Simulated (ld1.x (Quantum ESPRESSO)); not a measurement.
```yaml
element: V (Z = 23)
generator: ld1.x (Quantum ESPRESSO) 7.5
type: norm-conserving Troullier–Martins (Kleinman–Bylander form)
functional: PBE
relativity: scalar-relativistic
frozen_core: [Ne]
valence_charge: 13
reference_configuration: 3s2 3p6 3d3 4s2 4p0
partial_waves: 3s (bound): rc 1.20 bohr; 3p (bound): rc 1.30 bohr; 3d (bound): rc 1.15 bohr
local_potential: all-electron potential smoothed inside 0.90 bohr (lloc = -1)
core_correction: Bessel-smoothed model core, default radius (core density twice the valence density)
```

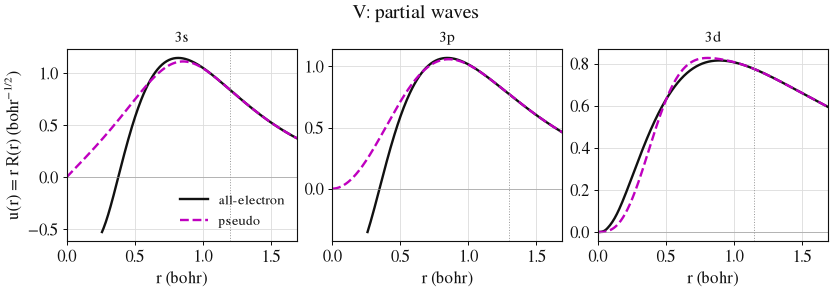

All-electron valence functions (solid) with their pseudo partners (dashed). Dotted lines mark the matching radii. The all-electron curves start outside the innermost oscillations, which aren't drawn.

Pseudo-waves: 3s has no node; 3p has no node; 3d has no node.

- Reference test: the pseudo-atom misses its own reference levels by up to 0.23 eV, so its errors come from the construction itself
- Cutoffs needed: 140 Ry and 160 Ry (the cutoffs, on a coarse ladder, from which the occupation-weighted sum of valence levels, in a spherical-Bessel basis at the reference potential, stays within 10 and 1 mRy of its value at 400 Ry)
- Ghost test: no ghost state below the valence levels in the s, p, d, f channels (spherical-Bessel basis up to 400 Ry, 20 bohr box)
- Largest excitation error: -2931 meV (all-electron minus pseudo) for 3s2 3p6 3d1 4s0 4p0, out of 7 test configurations
